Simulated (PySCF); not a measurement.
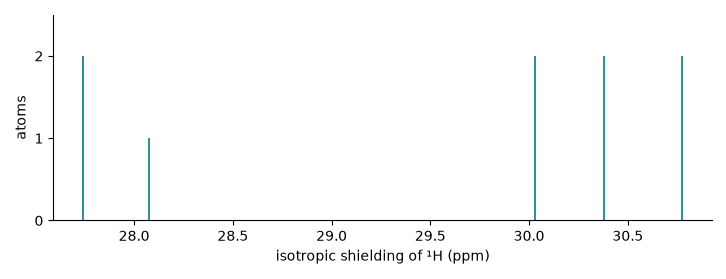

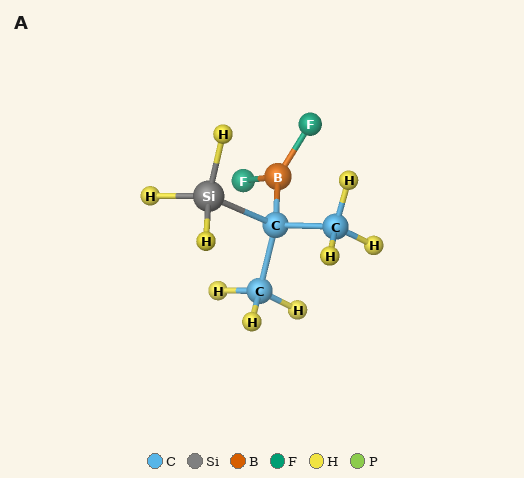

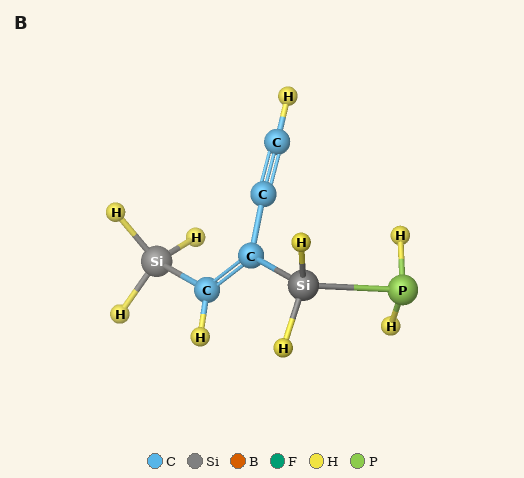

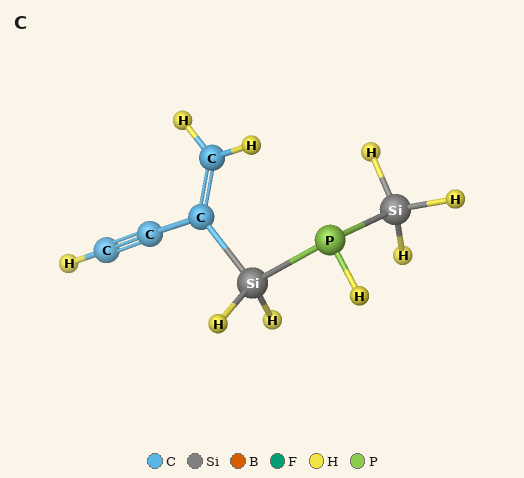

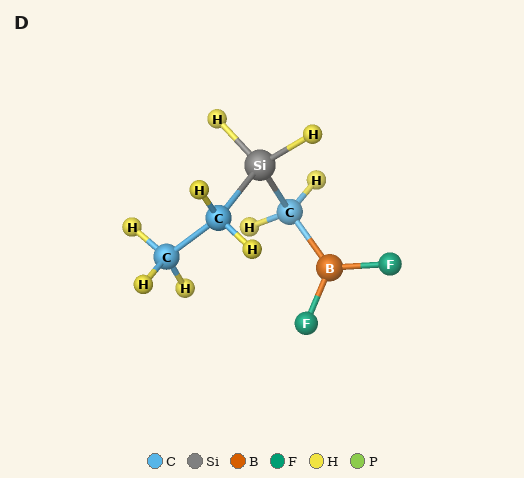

The sticks are computed shieldings of one of the molecules, for one fixed geometry (GFN2-xTB) without averaging over rotations. Low shielding means a high chemical shift. Method: GIAO PBE0/pcSseg-1 NMR shielding, non-relativistic, gas phase (PySCF 2.14.0).

Match the spectrum to a structure.

A, `CC(C)([SiH3])B(F)F`. Its 9 H atoms give lines at 27.74 (2 atoms), 28.07, 30.03 (2 atoms), 30.38 (2 atoms), 30.77 (2 atoms) ppm.

The geometry is semi-empirical. Around B, P, Si such bond lengths and angles can be off by a tenth of an ångström or more and by several degrees, and values that hang on the shape move with them.
